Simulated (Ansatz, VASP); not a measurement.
# Sc: VASP beside Ansatz

Aim: how closely do two programs agree when they are given the same cell, functional and k mesh? The cell comes out of the VASP series on this material, whose earlier steps may have relaxed, scaled or displaced it; both programs get it as it stands.

Method: plane waves, with VASP 6.6.1 beside it; relaxation of cell and atoms at r2SCAN, in Ansatz 0.2.0.

## (1) The structure

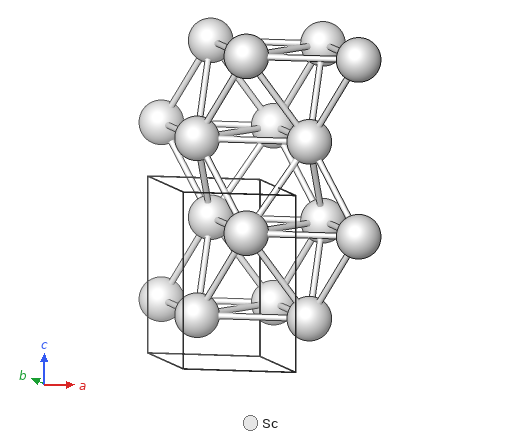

The starting structure, seen slightly off an axis (scandium white). 2×2×2 cells are drawn.

## (2) Ansatz: relaxation of cell and atoms, r2SCAN

Ansatz runs on its default PAW (the set named soft_2) files.

The relaxed volume is the usual yardstick between codes: its relative difference is about their pressure difference at one cell divided by the bulk modulus.

Input file input.yaml:

```yaml
crystal:
  lattice:
    - [3.3319361887, 0.0, 0.0]
    - [-1.6659680943, 2.8855413832, 0.0]
    - [0.0, 0.0, 5.1930262633]
  atoms:
    - { symbol: Sc, position: [0.6666666667, 0.3333333333, 0.75] }
    - { symbol: Sc, position: [0.3333333333, 0.6666666667, 0.25] }
hamiltonian:
  xc: r2scan
  pseudopotentials: { kind: paw }
kpoints:
  mp_grid: { grid: [16, 16, 8] }
scf:
  occupations: { method: methfessel_paxton, width: 0.15 }
relax:
  f_tol: 0.01
  max_steps: 60
  cell: { stress_tol: 0.05 }
output:
  forces: true
  stress: true
  write_density: true
  write_potential: true
  elf: true
  volumetric_format: npy
```

The run is started by

```sh
> ansatz run input.yaml --threads 4 --pin off --max-ram 9216MiB --backend cpu --events-out ev --progress --plain --runs-dir out
```

Numbers of over 12 decimals in the logs are rounded to 6 here.

What it wrote:

```text
Engine: ansatz 0.2.0, x86_64-unknown-linux-gnu
Pseudopotentials: kind: paw
Pseudopotential: Sc, paw, valence charge 11, recommended cutoff 500 eV (meta_gga), Sc.paw.azcp
Functional definition: r2SCAN
  parameter k0 = 0.174
  parameter k1 = 0.065
  parameter a1 = 4.9479
  exchange = r2scan_x(k0 = k0, k1 = k1, a1 = a1)
  correlation = r2scan_c
Crystal: 2 atoms, lattice volume = 49.928 Å³
Basis set: ecut = 500 eV, 1243 PW (Γ), exchange–correlation on 100×100×160 points (64 copies of the dense FFT grid, shifted against one another)
Bands: 15, of which v1, the nominal top of the filled ones, is band 11 counted from 1 (10 counted from 0)
Symmetry: 24 space group operations
Space group: P63/mmc (ITA 194), of the structure as read, at distance tolerance 3.7e-5 Å
k-points: 150 of 2048
Non-local potential: Sc, projectors of the file, l = 0: 3, l = 1: 2, l = 2: 3, l = 3: 1
PAW form: soft (Blöchl's): semilocal exchange-correlation on the pseudo side does not see the compensation charge
PAW frozen core: Sc, regenerated for the run's functional (the file was generated under x = pbe(κ = 0.804, μ = 0.219515), c = pbe(β = 0.066725))
PAW one-centre angular grid: Sc, 590 points (default); XC on 160 Gauss nodes
Initial density: superposition of atomic densities (neutral atoms: chi_scale 0, normalization atom), corrected by the library's trained network
Initial wavefunctions: pseudopotential atomic-orbital guess
Functional: x = r2scan, c = r2scan; τ floored in thin density (d = 2e-4 eV/Å³)
SCF iter   1: F=—  HF=-4281.116361 eV  |F-HF|=—  |Δ(HF+E_count)|=         —  Δρ=1.10e-2  dr2=6.18e-2  dr2_τ=4.95e-3  ethr=1.77e-3  ⟨swp⟩=3.1  Hψ=9278  notcnv=0
preconditioner: auto → none  [metal: Δε(μ)=0.015 eV  Ē_g=2.789 eV  σ=0.150 eV  W_gap=0.08  n_scr=8 (ndim 8)  ℏωp=12.9 eV  f_vac=0.000  D(μ)=4.16/eV (n_scr^D=42)  sad-step TF]
SCF iter   2: F=—  HF=-4281.144421 eV  |F-HF|=—  |Δ(HF+E_count)|=   2.81e-2  S|Δr|=    0.00e0  Δρ=4.91e-3  dr2=1.41e-2  dr2_τ=3.93e-4  ethr=2.81e-4  ⟨swp⟩=3.0  Hψ=5399  notcnv=0  defer=5
SCF iter   3: F=—  HF=-4281.141625 eV  |F-HF|=—  |Δ(HF+E_count)|=   2.80e-3  S|Δr|=    0.00e0  Δρ=7.29e-4  dr2=1.47e-4  dr2_τ=4.57e-5  ethr=6.42e-5  ⟨swp⟩=2.8  Hψ=4228  notcnv=0  defer=5
SCF iter   4: F=—  HF=-4281.141800 eV  |F-HF|=—  |Δ(HF+E_count)|=   1.75e-4  S|Δr|=    0.00e0  Δρ=1.75e-4  dr2=8.14e-6  dr2_τ=7.72e-7  ethr=6.67e-7  ⟨swp⟩=2.4  Hψ=3912  notcnv=0  defer=5
SCF iter   5: F=—  HF=-4281.141811 eV  |F-HF|=—  |Δ(HF+E_count)|=   1.10e-5  S|Δr|=    0.00e0  Δρ=3.27e-5  dr2=2.25e-7  dr2_τ=3.08e-8  ethr=3.70e-8  ⟨swp⟩=3.0  Hψ=3696  notcnv=0  defer=5
SCF iter   6: F=-4281.141811 eV  HF=-4281.141811 eV  |F-HF|=5.35e-9  |Δ(HF+E_count)|=   3.82e-7  S|Δr|=    0.00e0  Δρ=3.85e-6  dr2=7.41e-9  dr2_τ=4.72e-10  ethr=4.55e-10  ⟨swp⟩=7.0  Hψ=11448  notcnv=0
SCF 1 converged in 6 iterations: F = -4281.141811 eV  dr2 = 7.41e-9
  greatest PAW one-centre occupation: 0.998 electrons in one spin orbital (limit 2), on the Sc atom at site 1 (counted from 0), in its partial waves of l = 0
relax step   1: F+E_penalty+E_count = -4281.14181133 eV  Δ(F+E_penalty+E_count) = +0.000e0 eV  max|allowed force component| = 3.701e-17 eV/Å  Δτ_max = 0.0000 Å  P = -0.141 GPa  Ω = 49.928 Å³  (6 SCF iters, dr2 threshold 1.00e-7 eV, accepted)
[...]
relax step   2: F+E_penalty+E_count = -4281.14195957 eV  Δ(F+E_penalty+E_count) = -1.482e-4 eV  max|allowed force component| = 1.342e-16 eV/Å  Δτ_max = 0.0000 Å  P = +0.039 GPa  Ω = 49.764 Å³  energy of the carried Pulay correction = +9.428e-5 eV  (4 SCF iters, dr2 threshold 6.49e-8 eV, accepted)
[...]
relax step   3: F+E_penalty+E_count = -4281.14186363 eV  Δ(F+E_penalty+E_count) = +9.594e-5 eV  max|allowed force component| = 1.342e-16 eV/Å  Δτ_max = 0.0000 Å  P = +0.039 GPa  Ω = 49.764 Å³  stress off target by 4.69e-2 GPa  SCF on the basis re-selected at this cell (its energy is not comparable with the rows above)  (4 SCF iters)
basis re-selected at this cell: Δ(F+E_penalty+E_count) = +9.594e-5 eV, ΔP = -0.001 GPa vs the last step (what re-selecting the basis moved, of the pressure what is left beyond the Pulay correction that the steps carried, after the strain that the cell walked since its last selection, with what the two solves' SCF thresholds leave and, on support functions, any second-order correction that the steps lacked; it is no m [...]
SCF converged after 4 iterations
Stability not checked: this state was not tested for a lower state beside it, because cold or Methfessel-Paxton smearing, or corrected tetrahedra, fill the levels in a way that the test cannot read (fill_not_monotonic; see scf.lower_state_search)
Free energy (F): -4281.141864 eV
Harris-Foulkes:  -4281.141864 eV  (|F-HF|=9.09e-13)
Internal energy: -4281.139286 eV  (E = F + TS)
E sigma→0 (E₀):  -4281.141219 eV
Entropy (-TS):   -0.002578 eV (-1.289 meV/atom)
Fermi energy:    9.172473 eV
--- Per-component energies (eV) ---
  E_band       = -362.558233
  E_kinetic    = 519.849842
  E_local      = -1687.120923  (includes V_loc(G=0)·N_el)
  E_nonlocal   = 163.594119
  E_hartree    = 573.628751
  E_xc         = -199.645415
  E_vxc        = -282.161295  (∫ρ·V_xc dr)
  E_paw        = -1927.802845  (= ΣΔE_a)
  E_vpaw       = -242.585889  (= ΣTr[D̂ρ^β])
  E_aug_tail   = 0.000010  (compensation charges beyond the density's cutoff)
  E_vtau       = 18.608399  (kinetic-family band-sum trace: ∫τ·v_τ [+ j·A + Jᵃ·Aᵃ] dr)
  E_ewald      = -1723.165839
  E_core_change = -0.476984  (= ΣΔE_core)
  E_smearing   = -0.002578  (= −TS)
  E_closure    = 0.000000  (closes the sum)
  Σ components = -4281.141864   (vs F -4281.141864, Δ=0.00e0)
--- Forces (eV/Å), atoms counted from 1 ---
  atom   1  Sc     0.00000000     0.00000000     0.00000000
  atom   2  Sc    -0.00000000    -0.00000000     0.00000000
  max |Σ_I F_I| component: 9.25e-18 eV/Å
--- Stress (GPa, compression-positive) ---
        0.046905      -0.000000       0.000000
       -0.000000       0.046905       0.000000
        0.000000       0.000000       0.021691
  P = ⅓ Tr σ = 0.0385 GPa (0.385 kbar)
--- Band table (eV; the first three rows and the last of 150) ---
  k-point 0: bands = [... 7 lower, -19.8063, 3.7055, 7.5007, 9.6134, 10.9613, 10.9613, 11.2370, 11.4377]
  k-point 1: bands = [... 7 lower, -19.8235, 3.8155, 7.3108, 9.6207, 10.9066, 10.9066, 11.1599, 11.3684]
  k-point 2: bands = [... 7 lower, -19.8389, 4.1385, 6.7838, 9.7131, 10.8293, 10.8293, 10.9422, 11.2035]
  k-point 149: bands = [... 7 lower, -19.8771, 8.6239, 8.6239, 9.1989, 9.1989, 9.4262, 9.4262, 11.7861]
--- Relaxed structure (2 steps of the walk, 2 accepted, 1 SCFs on fresh bases) ---
  F+E_penalty+E_count = -4281.14186363 eV   max|allowed force component| = 1.342e-16 eV/Å   (the final SCF, on the basis selected at the relaxed cell)
  cell:  # Å, volume = 49.7644 Å³
    - [3.328626, -2.8838779935227636e-11, 0.0]
    - [-1.664313, 2.882674, 0.0]
    - [0.0, 0.0, 5.186309]
  atoms:
    - { symbol: Sc, position: [0.666667, 0.333333, 0.750000] }
    - { symbol: Sc, position: [0.333333, 0.666667, 0.250000] }
```

Wall time 4.9 s (4 threads of Intel Xeon 6975P-C (Granite Rapids), shared host); peak memory 0.62 GiB; 18 s of CPU time.

## (3) VASP: relaxation of cell and atoms, r2SCAN

The same cell, functional, mesh and smearing now go to VASP, with its own data sets and cutoff.

Lines of VASP's logs that name or quote its potential files are left out, and so is its time.

Input file INCAR:

```
SYSTEM = Sc
PREC = Accurate
ENCUT = 450
EDIFF = 1E-06
NELM = 100
ISMEAR = 1
SIGMA = 0.15
LREAL = .FALSE.
ALGO = Normal
METAGGA = R2SCAN
LASPH = .TRUE.
NBANDS = 17
LORBIT = 11
LWAVE = .FALSE.
LCHARG = .FALSE.
KPAR = 4
IBRION = 2
NSW = 50
ISIF = 3
EDIFFG = -0.004
```

Input file POSCAR:

```
Sc
1.0
    3.3319361887      0.0000000000      0.0000000000
   -1.6659680943      2.8855413832      0.0000000000
    0.0000000000      0.0000000000      5.1930262633
Sc
2
Direct
    0.6666666667      0.3333333333      0.7500000000
    0.3333333333      0.6666666667      0.2500000000
```

Input file KPOINTS:

```
Automatic mesh
0
Gamma
16 16 8
0 0 0
```

PAW data sets: Sc_sv (PBE family, release 64).

The run is started by

```sh
> mpirun -np 4 vasp_std
```

What it wrote:

```text
[banner, memory and clock lines left out]
running    4 mpi-ranks, on    1 nodes
 distrk:  each k-point on    1 cores,    4 groups
 distr:  one band on    1 cores,    1 groups

 POSCAR found type information on POSCAR Sc
 POSCAR found :  1 types and       2 ions
|                                                                             |
|               ----> ADVICE to this user running VASP <----                  |
|                                                                             |
|     You enforced a specific xc type in the INCAR file but a different       |
|     [... a line on the potential file left out ...]
|     I HOPE YOU KNOW WHAT YOU ARE DOING!                                     |
|                                                                             |

 LDA part: xc-table for (None), standard interpolation
 POSCAR, INCAR and KPOINTS ok, starting setup
 FFT: planning ... GRIDC
 FFT: planning ... GRID_SOFT
 FFT: planning ... GRID
 WAVECAR not read
 entering main loop
       N       E                     dE             d eps       ncg     rms          rms(c)
DAV:   1     0.335488850844E+03    0.33549E+03   -0.10732E+04  5116   0.126E+03
DAV:   2    -0.997791695762E+01   -0.34547E+03   -0.33959E+03  6532   0.591E+02
DAV:   3    -0.286482585311E+02   -0.18670E+02   -0.17965E+02  8489   0.157E+02
DAV:   4    -0.289444693455E+02   -0.29621E+00   -0.29253E+00  7364   0.184E+01
DAV:   5    -0.289490331829E+02   -0.45638E-02   -0.45596E-02  8775   0.234E+00    0.973E+00
DAV:   6    -0.227729091444E+02    0.61761E+01   -0.67598E+00  6445   0.356E+01    0.209E+00
DAV:   7    -0.227031645447E+02    0.69745E-01   -0.48628E-01  6918   0.868E+00    0.113E+00
DAV:   8    -0.227094410082E+02   -0.62765E-02   -0.32861E-02  7511   0.202E+00    0.329E-01
DAV:   9    -0.227109211056E+02   -0.14801E-02   -0.46098E-03  8002   0.950E-01    0.378E-02
DAV:  10    -0.227109204770E+02    0.62863E-06   -0.18049E-04  8220   0.184E-01    0.350E-02
DAV:  11    -0.227109328839E+02   -0.12407E-04   -0.31734E-05  7491   0.764E-02    0.583E-03
DAV:  12    -0.227109361121E+02   -0.32282E-05   -0.13990E-06  4680   0.190E-02    0.102E-03
DAV:  13    -0.227109352205E+02    0.89154E-06   -0.33879E-07  3977   0.128E-02
   1 F= -.22710935E+02 E0= -.22710078E+02  d E =-.227109E+02
 curvature:   0.00 expect dE= 0.000E+00 dE for cont linesearch  0.000E+00
 trial: gam= 0.00000 g(F)=  0.153E-46 g(S)=  0.147E-05 ort = 0.000E+00 (trialstep = 0.100E+01)
 search vector abs. value=  0.147E-05
 reached required accuracy - stopping structural energy minimisation
```

OUTCAR, selected parts (step 3):

```text
ion  position               nearest neighbor table
   1  0.667  0.333  0.750-   2 3.23   2 3.23   2 3.23   2 3.23   2 3.23   2 3.23
   2  0.333  0.667  0.250-   1 3.23   1 3.23   1 3.23   1 3.23   1 3.23   1 3.23

  LATTYP: Found a hexagonal cell.
 ALAT       =     3.3319361887
 C/A-ratio  =     1.5585611396

 Subroutine GETGRP returns: Found 24 space group operations
 (whereof 12 operations were pure point group operations)

The static configuration has the point symmetry D_3d.
 The point group associated with its full space group is D_6h.

 Found    150 irreducible k-points:

   k-points           NKPTS =    150   k-points in BZ     NKDIM =    150   number of bands    NBANDS=     17

   dimension x,y,z NGX =    24 NGY =   24 NGZ =   36
   dimension x,y,z NGXF=    48 NGYF=   48 NGZF=   72

   ENCUT  =  450.0 eV  33.07 Ry    5.75 a.u.   5.76  5.76  8.98*2*pi/ulx,y,z

   NELECT =      22.0000    total number of electrons

 k-points in reciprocal lattice and weights: Automatic mesh
   0.00000000  0.00000000  0.00000000       0.000
   0.06250000  0.00000000  0.00000000       0.003
   0.12500000  0.00000000  0.00000000       0.003
   0.18750000  0.00000000  0.00000000       0.003
   0.25000000  0.00000000  0.00000000       0.003
   0.31250000  0.00000000  0.00000000       0.003
   0.37500000  0.00000000  0.00000000       0.003
   0.43750000 -0.00000000  0.00000000       0.003
   0.50000000  0.00000000  0.00000000       0.001
[...]
0.37500000  0.25000000  0.50000000       0.003
   0.31250000  0.31250000  0.50000000       0.003

 average (electrostatic) potential at core
       1 -51.5748       2 -51.5748

 E-fermi :   3.6440

 k-point     1 :       0.0000    0.0000    0.0000
  band No.  band energies     occupation
    ...
      6     -25.3526      2.00000
      7     -25.3526      2.00000
      8     -25.3310      2.00000
      9      -1.8318      2.00000
     10       1.9651      2.00000
     11       4.0800     -0.00031
     12       5.4337     -0.00000
     13       5.4338     -0.00000
     14       5.7067     -0.00000
     15       5.9096     -0.00000
    ...

 k-point     2 :       0.0625    0.0000    0.0000
  band No.  band energies     occupation
    ...
      6     -25.3630      2.00000
      7     -25.3538      2.00000
      8     -25.3334      2.00000
      9      -1.7432      2.00000
     10       2.0381      2.00000
     11       4.0157     -0.00255
     12       5.2565     -0.00000
     13       5.4970     -0.00000
     14       5.8225     -0.00000
     15       5.8627     -0.00000
    ...

 k-point     3 :       0.1250    0.0000    0.0000
  band No.  band energies     occupation
    ...
      6     -25.3920      2.00000
      7     -25.3574      2.00000
      8     -25.3405      2.00000
      9      -1.4821      2.00000
     10       2.2446      2.00000
     11       3.8495     -0.06564
     12       4.9305     -0.00000
     13       5.6837     -0.00000
     14       5.6890     -0.00000
     15       5.9557     -0.00000
    ...

  Total        0.0041547      0.0041547     -0.0051464      0.0000000      0.0000000     -0.0000000
  in kB        0.1333226      0.1333226     -0.1651457      0.0000000      0.0000000     -0.0000000
  external PRESSURE =       0.0338332 kB  Pullay stress =       0.0000000 kB

  energy-cutoff  :      450.00
  volume of cell :       49.93
      direct lattice vectors                 reciprocal lattice vectors
     3.331936189  0.000000000  0.000000000     0.300125796  0.173277709  0.000000000
    -1.665968094  2.885541383  0.000000000     0.000000000  0.346555418  0.000000000
     0.000000000  0.000000000  5.193026263     0.000000000  0.000000000  0.192565943

 POSITION                                       TOTAL-FORCE (eV/Angst)
 -----------------------------------------------------------------------------------
      1.66597      0.96185      3.89477         0.000000     -0.000000      0.000000
     -0.00000      1.92369      1.29826        -0.000000      0.000000      0.000000
 -----------------------------------------------------------------------------------
    total drift:                               -0.000000      0.000000     -0.000000

  FREE ENERGIE OF THE ION-ELECTRON SYSTEM (eV)
  ---------------------------------------------------
  free  energy   TOTEN  =       -22.7109352205 eV

  energy  without entropy=      -22.7083650287  energy(sigma->0) =      -22.71007849

 reached required accuracy - stopping structural energy minimisation

 total charge
# of ion       s       p       d       tot
------------------------------------------
    1        2.260   6.113   0.953   9.326
    2        2.260   6.113   0.953   9.326
--------------------------------------------------
tot          4.520  12.226   1.907  18.653

[... 3 further parts left out ...]
```

## (4) Comparison

Known differences besides the PAW data sets themselves: VASP keeps PBE cores, Ansatz makes them for the functional; both relaxations stop at a tolerance, which leaves soft axes loose, and VASP keeps its plane-wave basis; the cutoff is 500 eV in Ansatz and 450 eV in VASP; Ansatz adds a Pulay correction to the stress that steers its cell, VASP none. Total energies have different zeros and are not compared.

The two programs side by side:

```
                                         quantity  Ansatz   VASP  difference
                                      volume (Å³)   49.76  49.93     -0.33 %
edge a after relaxation, in the typed setting (Å)   3.329  3.332     -0.10 %
edge c after relaxation, in the typed setting (Å)   5.186  5.193     -0.13 %
```

The walks stopped with 0.04 GPa left in Ansatz and 0.00 GPa in VASP; each walk ends within a tolerance, so the volume difference is uncertain by about these residues over the bulk modulus, most in soft cells.

## (5) Results

```
difference in volume (relaxation of cell and atoms, r2SCAN) : -0.33 %
```

**Reading.** The difference in volume is -0.33 % (relaxation of cell and atoms, r2SCAN), within the 1.2 % picked in this series as the mark of a large difference, as far as the stopping tolerances let one tell. Differences of this kind measure data sets and numerical settings, not the functional's error against experiment.

[Lines on the potential files, build, host, timing and source positions are cut from VASP's logs without a mark.]

[Logs are printed without paths, hosts, clocks, repeated set-up lines and the standing remarks that a program may print on its own settings, such as how far it seeks lower states.]

[Hosts, paths, dates, database ids (printed as entryN), source tags and the programs' standing remarks are cut or masked in the printed files.]
